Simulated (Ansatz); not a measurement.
**GeH₅Cl: nudged elastic band**

- system: GeH₅Cl
- method: RKS PBE0-D4/def2-mTZVP (Ansatz 0.2.0)

It belongs to a series of runs on one base structure; here: band between the two ends. Figures and captions count atoms from 1; the log counts them from 0 in places.

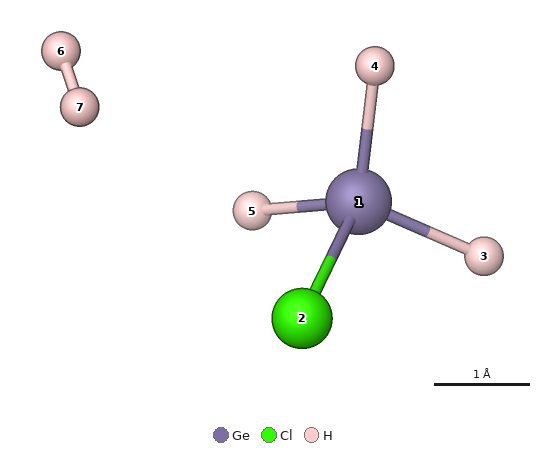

The starting structure (ball-and-stick view, seen at a tilt; atoms are numbered from 1 in the order of the input). Sticks mark near contacts. Bond lengths as drawn: Cl–Ge 2.17 Å, Ge–H 1.53 Å and H–H 0.75 Å.

The input
```yaml
crystal:
  periodic: [false, false, false]
  atoms:
    - { symbol: Ge, position_ang: [0.453933, 0.0, -0.051729] }
    - { symbol: Cl, position_ang: [0.643139, 0.0, 2.105235] }
    - { symbol: H, position_ang: [1.876478, 0.0, -0.622169] }
    - { symbol: H, position_ang: [-0.313238, 1.269315, -0.435667] }
    - { symbol: H, position_ang: [-0.313238, -1.269315, -0.435667] }
    - { symbol: H, position_ang: [-3.045653, 0.0, 1.019778] }
    - { symbol: H, position_ang: [-2.552522, 0.0, 1.57822] }
basis:
  gaussian: { orbitals: def2-mTZVP }
hamiltonian:
  xc: pbe0
  dispersion: d4
neb:
  order_check: false
  images: 7
  f_tol: 0.03
  max_iterations: 60
  final_atoms:
    - { symbol: Ge, position_ang: [-0.25637696, 0.0, -0.63384869] }
    - { symbol: Cl, position_ang: [-0.86927968, 0.0, 3.77487945] }
    - { symbol: H, position_ang: [1.1670651, 0.0, -0.06175206] }
    - { symbol: H, position_ang: [-0.49373925, 1.260087, -1.47464912] }
    - { symbol: H, position_ang: [-0.49373925, -1.260087, -1.47464912] }
    - { symbol: H, position_ang: [-1.259659, 0.0, 0.53938908] }
    - { symbol: H, position_ang: [-1.04537196, 0.0, 2.48863146] }
  initial_path:
    images:
      - { positions_ang: [[0.453933, 0.0, -0.051729], [0.643139, 0.0, 2.105235], [1.876478, 0.0, -0.622169], [-0.313238, 1.269315, -0.435667], [-0.313238, -1.269315, -0.435667], [-3.045653, 0.0, 1.019778], [-2.552522, 0.0, 1.57822]] }
      - { positions_ang: [[0.34229147, 0.0, -0.03686915], [0.47361442, 0.0, 2.22326671], [1.77667603, 0.0, -0.58771375], [-0.41343665, 1.26818625, -0.4568608], [-0.41343665, -1.26818625, -0.4568608], [-2.72364014, 0.0, 0.90533793], [-2.29316947, 0.0, 1.56770087]] }
      - { positions_ang: [[0.23064995, 0.0, -0.0220093], [0.30408984, 0.0, 2.34129842], [1.67687407, 0.0, -0.55325849], [-0.51363531, 1.2670575, -0.47805461], [-0.51363531, -1.2670575, -0.47805461], [-2.40162728, 0.0, 0.79089785], [-2.03381695, 0.0, 1.55718173]] }
      - { positions_ang: [[0.11900842, 0.0, -0.00714945], [0.13456525, 0.0, 2.45933013], [1.5770721, 0.0, -0.51880324], [-0.61383396, 1.26592875, -0.49924841], [-0.61383396, -1.26592875, -0.49924841], [-2.07961442, 0.0, 0.67645778], [-1.77446442, 0.0, 1.5466626]] }
      - { positions_ang: [[0.00736689, 0.0, 0.0077104], [-0.03495933, 0.0, 2.57736184], [1.47727014, 0.0, -0.48434799], [-0.71403262, 1.2648, -0.52044221], [-0.71403262, -1.2648, -0.52044221], [-1.75760157, 0.0, 0.5620177], [-1.51511189, 0.0, 1.53614347]] }
      - { positions_ang: [[-0.05856907, 0.0, -0.15267937], [-0.24353942, 0.0, 2.87674124], [1.39971888, 0.0, -0.37869901], [-0.65895928, 1.26362175, -0.75899394], [-0.65895928, -1.26362175, -0.75899394], [-1.63311593, 0.0, 0.55636055], [-1.39767691, 0.0, 1.77426547]] }
      - { positions_ang: [[-0.12450503, 0.0, -0.31306914], [-0.4521195, 0.0, 3.17612064], [1.32216762, 0.0, -0.27305002], [-0.60388593, 1.2624435, -0.99754567], [-0.60388593, -1.2624435, -0.99754567], [-1.50863028, 0.0, 0.55070339], [-1.28024193, 0.0, 2.01238747]] }
      - { positions_ang: [[-0.19044099, 0.0, -0.47345892], [-0.66069959, 0.0, 3.47550004], [1.24461636, 0.0, -0.16740104], [-0.54881259, 1.26126525, -1.23609739], [-0.54881259, -1.26126525, -1.23609739], [-1.38414464, 0.0, 0.54504624], [-1.16280694, 0.0, 2.25050946]] }
      - { positions_ang: [[-0.25637696, 0.0, -0.63384869], [-0.86927968, 0.0, 3.77487945], [1.1670651, 0.0, -0.06175206], [-0.49373925, 1.260087, -1.47464912], [-0.49373925, -1.260087, -1.47464912], [-1.259659, 0.0, 0.53938908], [-1.04537196, 0.0, 2.48863146]] }
```

Hardware: 1 thread of Arm Neoverse V1, 24 GiB of memory available, shared host.

Run as:
```bash
ansatz run input.yaml --threads 1 --pin off --max-ram 2048MiB --backend cpu --events-out ev --progress --plain --runs-dir out
```

The program's output
```
Engine: ansatz 0.2.0, aarch64-unknown-linux-gnu
Functional definition: PBE0
  parameter a = 0.25
  parameter kappa = 0.804
  parameter beta = 0.06672455060314922
  exchange = (1 - a)*pbe_x(kappa = kappa, mu = beta*pi^2/3) + a*exact_x
  correlation = pbe_c(beta = beta)
748 factors; integrals over basis functions are off by at most 5.5e-4 eV
mean field evaluation 1: about -69110.6722 eV, gradient 1.9e1 eV
mean field evaluation 2: about -69110.6690 eV, gradient 2.1e1 eV
mean field evaluation 4: about -69111.1487 eV, gradient 3.5e-1 eV
mean field evaluation 8: about -69111.1492 eV, gradient 4.8e-3 eV
mean field -69111.14921830 eV, -2539.7878885531 hartree, gradient 3.8e-5 eV, S^2 0.000000; 0 other end points of the search recorded, 0 dependent functions left out
the calculation of the forces begins
reference -69111.14924891 eV, -2539.7878896779 hartree; 27, 27 occupied and 46, 46 virtual orbitals, 748 factors
746 factors; integrals over basis functions are off by at most 7.6e-4 eV
mean field evaluation 16: about -69110.3603 eV, gradient 1.5e0 eV
mean field -69110.57502184 eV, -2539.7667872223 hartree, gradient 7.2e-5 eV, S^2 0.000000; 0 other end points of the search recorded, 0 dependent functions left out
[... from here on the field's lines of each further geometry are left out, up to the last ...]
NEB iter   1: max|band force component| = 3.608e0 eV/Å  barrier→ = 3.1615 eV  barrier← = 2.5662 eV  Δτ_max = 0.2000 Å  (211 SCF iters)
NEB iter   2: max|band force component| = 2.552e0 eV/Å  barrier→ = 2.4256 eV  barrier← = 1.8303 eV  Δτ_max = 0.2000 Å  (184 SCF iters)
NEB iter   3: max|band force component| = 1.178e0 eV/Å  barrier→ = 2.2362 eV  barrier← = 1.6409 eV  Δτ_max = 0.2000 Å  (175 SCF iters)
NEB iter   4: max|band force component| = 7.694e-1 eV/Å  barrier→ = 2.3202 eV  barrier← = 1.7249 eV  Δτ_max = 0.1605 Å  (166 SCF iters)
NEB iter   5: max|band force component| = 6.950e-1 eV/Å  barrier→ = 2.3916 eV  barrier← = 1.7962 eV  CI = image 4  Δτ_max = 0.1877 Å  (168 SCF iters)
NEB iter   6: max|band force component| = 2.720e0 eV/Å  barrier→ = 2.4181 eV  barrier← = 1.8228 eV  CI = image 4  Δτ_max = 0.0989 Å  (171 SCF iters)
NEB iter   7: max|band force component| = 2.662e-1 eV/Å  barrier→ = 2.4044 eV  barrier← = 1.8091 eV  CI = image 4  Δτ_max = 0.1046 Å  (159 SCF iters)
NEB iter   8: max|band force component| = 1.239e-1 eV/Å  barrier→ = 2.4036 eV  barrier← = 1.8082 eV  CI = image 4  Δτ_max = 0.0107 Å  (149 SCF iters)
NEB iter   9: max|band force component| = 4.753e-2 eV/Å  barrier→ = 2.4029 eV  barrier← = 1.8076 eV  CI = image 4  Δτ_max = 0.0043 Å  (139 SCF iters)
the calculation of the forces begins
reference -69110.56242483 eV, -2539.7663242908 hartree; 27, 27 occupied and 46, 46 virtual orbitals, 748 factors
748 factors; integrals over basis functions are off by at most 6.1e-4 eV
mean field -69108.73968213 eV, -2539.6993397320 hartree, gradient 4.9e-5 eV, S^2 0.000000; 1 other end points of the search recorded, 0 dependent functions left out
the calculation of the forces begins
reference -69108.73970954 eV, -2539.6993407392 hartree; 27, 27 occupied and 46, 46 virtual orbitals, 748 factors
NEB iter  10: max|band force component| = 1.960e-2 eV/Å  barrier→ = 2.4028 eV  barrier← = 1.8075 eV  CI = image 4  Δτ_max = 0.0000 Å  (294 SCF iters)
```

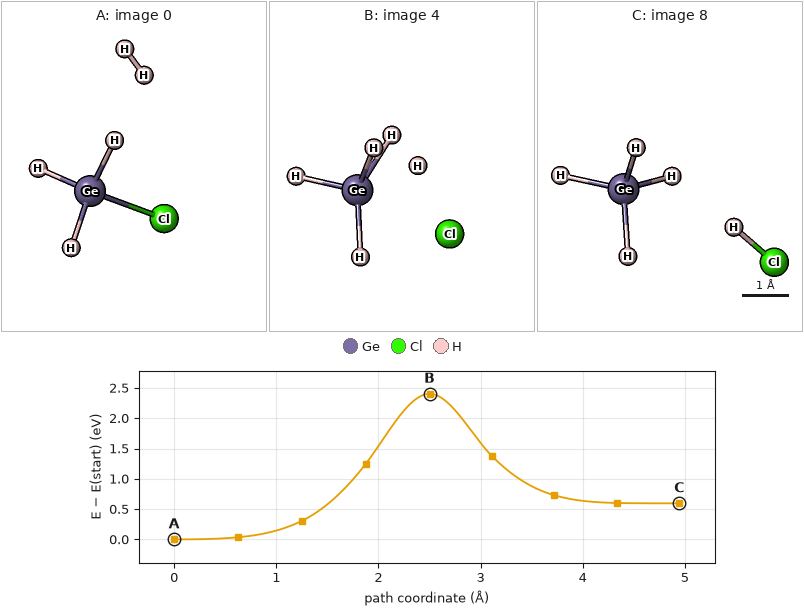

Images of the last band (counted from 0; ball-and-stick, seen at a tilt) above the energy along the path; the line is a cubic interpolation that uses the forces. The highest image is number 4, 2.403 eV above the start and 1.808 eV above the end (the climbing image); the end lies 0.595 eV above the start. The path is 4.94 Å long. The band converged in 10 iterations.

```
Total energy: -69108.83080662 eV, -2539.7026884955 hartree
Atom 0 at    -0.217672     0.000000    -0.143687 Å, force     0.002980    -0.000000     0.004630 eV/Å
Atom 1 at     0.068007    -0.000000     2.560477 Å, force     0.000388     0.000000    -0.002417 eV/Å
Atom 2 at     1.304660    -0.000000     0.018318 Å, force    -0.000843    -0.000000     0.000159 eV/Å
Atom 3 at    -0.691197     1.292672    -0.819335 Å, force    -0.000932     0.004589    -0.000844 eV/Å
Atom 4 at    -0.691197    -1.292672    -0.819335 Å, force    -0.000932    -0.004589    -0.000844 eV/Å
Atom 5 at    -1.761958     0.000000     0.787659 Å, force    -0.004718    -0.000000    -0.007374 eV/Å
Atom 6 at    -1.261744    -0.000000     1.573904 Å, force     0.004059    -0.000000     0.006690 eV/Å
Dipole moment:    -0.187898    -0.000000    -0.780648 e Å
this run last wrote the band of iteration 10 to [file]
```

The last band as extended XYZ (Å, eV, eV/Å)
```
7
Properties=species:S:1:pos:R:3:forces:R:3 image=0 energy=-69111.23361
Ge    0.4539    0.0000   -0.0517    0.0032   0.0000   0.0088
Cl    0.6431    0.0000    2.1052   -0.0029   0.0000  -0.0082
H     1.8765    0.0000   -0.6222   -0.0003   0.0000   0.0004
H    -0.3132    1.2693   -0.4357    0.0003  -0.0015  -0.0017
H    -0.3132   -1.2693   -0.4357    0.0003   0.0015  -0.0017
H    -3.0457    0.0000    1.0198   -0.0033   0.0000  -0.0005
H    -2.5525    0.0000    1.5782    0.0027   0.0000   0.0030
7
Properties=species:S:1:pos:R:3:forces:R:3 image=1 energy=-69111.19809
Ge    0.3116    0.0000   -0.0159    0.0395   0.0000  -0.0046
Cl    0.4663    0.0000    2.1462    0.0393   0.0000  -0.0119
H     1.7534    0.0000   -0.5284    0.0302   0.0000  -0.0503
H    -0.4487    1.2645   -0.4307    0.0323   0.0038   0.0228
H    -0.4487   -1.2645   -0.4307    0.0323  -0.0038   0.0228
H    -2.6488    0.0000    0.8985   -0.0904   0.0000   0.0121
H    -2.2362    0.0000    1.5189   -0.0831   0.0000   0.0090
7
Properties=species:S:1:pos:R:3:forces:R:3 image=2 energy=-69110.92803
Ge    0.1539    0.0000    0.0045    0.2470   0.0000   0.0207
Cl    0.3108    0.0000    2.1897    0.1441   0.0000  -0.1733
H     1.6351    0.0000   -0.3318    0.2166   0.0000  -0.2985
H    -0.5755    1.2488   -0.5205    0.1096  -0.0057   0.2125
H    -0.5755   -1.2488   -0.5205    0.1096   0.0057   0.2125
H    -2.2953    0.0000    0.8506   -0.4022   0.0000   0.0240
H    -1.9047    0.0000    1.4859   -0.4246   0.0000   0.0021
7
Properties=species:S:1:pos:R:3:forces:R:3 image=3 energy=-69109.98707
Ge   -0.0297    0.0000   -0.0115    0.6796   0.0000   0.4811
Cl    0.2065    0.0000    2.3173    0.5191   0.0000  -0.8921
H     1.4721    0.0000   -0.1130    0.6083   0.0000  -0.4922
H    -0.6594    1.2533   -0.6784    0.1080  -0.1452   0.5163
H    -0.6594   -1.2533   -0.6784    0.1080   0.1452   0.5163
H    -1.9945    0.0000    0.8370   -0.8476   0.0000   0.1889
H    -1.5868    0.0000    1.4851   -1.1755   0.0000  -0.3184
7
Properties=species:S:1:pos:R:3:forces:R:3 image=4 energy=-69108.83078
Ge   -0.2177    0.0000   -0.1437    0.0030   0.0000   0.0046
Cl    0.0680    0.0000    2.5605    0.0004   0.0000  -0.0024
H     1.3047    0.0000    0.0183   -0.0008   0.0000   0.0002
H    -0.6912    1.2927   -0.8193   -0.0009   0.0046  -0.0008
H    -0.6912   -1.2927   -0.8193   -0.0009  -0.0046  -0.0008
H    -1.7620    0.0000    0.7877   -0.0047   0.0000  -0.0074
H    -1.2617    0.0000    1.5739    0.0041   0.0000   0.0067
7
Properties=species:S:1:pos:R:3:forces:R:3 image=5 energy=-69109.85895
Ge   -0.3275    0.0000   -0.2923   -0.3732   0.0000  -0.4506
Cl   -0.1253    0.0000    2.8006   -0.3188   0.0000   0.6526
H     1.1491    0.0000    0.1654   -0.5056   0.0000   0.2272
H    -0.6210    1.3138   -1.0015    0.0607   0.0670  -0.5116
H    -0.6210   -1.3138   -1.0015    0.0607  -0.0670  -0.5116
H    -1.6215    0.0000    0.6444    0.4413   0.0000  -0.2725
H    -1.0839    0.0000    1.8428    0.6348   0.0000   0.8665
7
Properties=species:S:1:pos:R:3:forces:R:3 image=6 energy=-69110.50532
Ge   -0.3592    0.0000   -0.4320   -0.0314   0.0000  -0.1117
Cl   -0.2752    0.0000    3.1517   -0.0501   0.0000   0.2703
H     1.0010    0.0000    0.2777   -0.1419   0.0000   0.0299
H    -0.5280    1.2866   -1.2402    0.0254  -0.0220  -0.1929
H    -0.5280   -1.2866   -1.2402    0.0254   0.0220  -0.1929
H    -1.5449    0.0000    0.5665    0.0653   0.0000  -0.0269
H    -1.0167    0.0000    2.0745    0.1073   0.0000   0.2240
7
Properties=species:S:1:pos:R:3:forces:R:3 image=7 energy=-69110.63199
Ge   -0.3353    0.0000   -0.5614    0.0010   0.0000  -0.0077
Cl   -0.5001    0.0000    3.5481   -0.0090   0.0000   0.0268
H     0.9934    0.0000    0.2041   -0.0030   0.0000  -0.0091
H    -0.4553    1.2616   -1.4234    0.0011  -0.0012  -0.0133
H    -0.4553   -1.2616   -1.4234    0.0011   0.0012  -0.0133
H    -1.4928    0.0000    0.4611    0.0037   0.0000  -0.0049
H    -1.0057    0.0000    2.3529    0.0052   0.0000   0.0216
7
Properties=species:S:1:pos:R:3:forces:R:3 image=8 energy=-69110.63830
Ge   -0.2564    0.0000   -0.6338   -0.0024   0.0000   0.0118
Cl   -0.8693    0.0000    3.7749   -0.0038   0.0000  -0.0250
H     1.1671    0.0000   -0.0618   -0.0086   0.0000  -0.0065
H    -0.4937    1.2601   -1.4746    0.0025  -0.0043   0.0001
H    -0.4937   -1.2601   -1.4746    0.0025   0.0043   0.0001
H    -1.2597    0.0000    0.5394    0.0067   0.0000  -0.0051
H    -1.0454    0.0000    2.4886    0.0031   0.0000   0.0246
```

Summary

| quantity | value |
| --- | --- |
| outcome | converged |
| barrier, forward | 2.403 eV |
| barrier, backward | 1.808 eV |
| wall time | 2.9 min |
| peak memory | 0.15 GiB |

Notes

The order of the saddle point was not checked.
